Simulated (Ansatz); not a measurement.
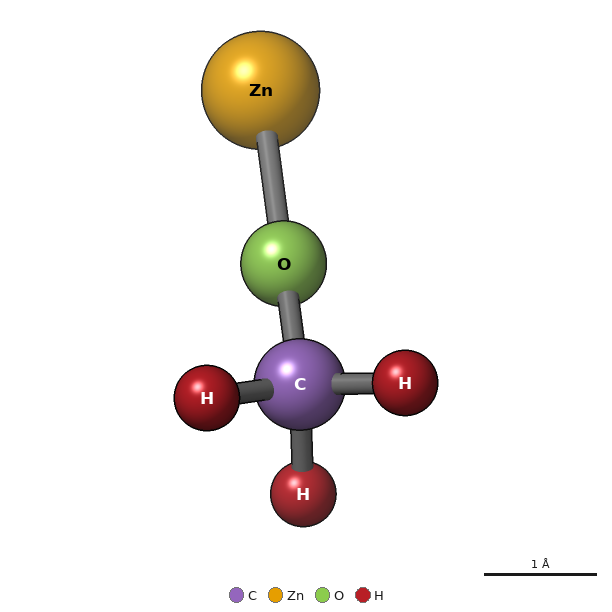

The picture shows the input geometry.

Input file:

```yaml
crystal:
  periodic: [false, false, false]
  atoms:
    - {symbol: C, position_ang: [0.288593, -0.367558, 0.293899]}
    - {symbol: Zn, position_ang: [-1.447423, 1.843469, -1.474013]}
    - {symbol: O, position_ang: [-0.424363, 0.540478, -0.432157]}
    - {symbol: H, position_ang: [-0.201865, -1.385345, 0.361873]}
    - {symbol: H, position_ang: [1.322578, -0.572415, -0.118379]}
    - {symbol: H, position_ang: [0.462472, -0.058619, 1.368786]}
basis:
  gaussian: {orbitals: def2-TZVPD}
total_charge: -1
hamiltonian: {xc: pbe0, dispersion: d4}
relax: {f_tol: 0.005, max_steps: 200}
```

Command:

```sh
ansatz run in.yaml --threads 2 --pin off --events-out ev --progress --plain --max-ram 4352MiB
```

What the program printed (its end):

```
mean field -51544.07244898 eV, -1894.2097246728 hartree, gradient 5.3e-6 eV, S^2 0.000000; 1 other end points of the search recorded, 0 dependent functions left out
the calculation of the forces begins
reference -51544.07250615 eV, -1894.2097267738 hartree; 24, 24 occupied and 131, 131 virtual orbitals, 1048 factors
Total energy: -51544.17176506 eV, -1894.2133744713 hartree
Atom 0 at     0.290336    -0.369778     0.295674 Å, force     0.000457    -0.000584     0.000463 eV/Å
Atom 1 at    -1.440096     1.834136    -1.466553 Å, force    -0.000171     0.000215    -0.000177 eV/Å
Atom 2 at    -0.418204     0.532636    -0.425882 Å, force    -0.000064     0.000085    -0.000059 eV/Å
Atom 3 at    -0.197267    -1.369422     0.359031 Å, force    -0.000050     0.000118    -0.000070 eV/Å
Atom 4 at     1.306961    -0.567271    -0.114853 Å, force    -0.000101     0.000091    -0.000054 eV/Å
Atom 5 at     0.458262    -0.060290     1.352593 Å, force    -0.000072     0.000074    -0.000103 eV/Å
Dipole moment:     0.243709    -0.310393     0.248187 e Å
```
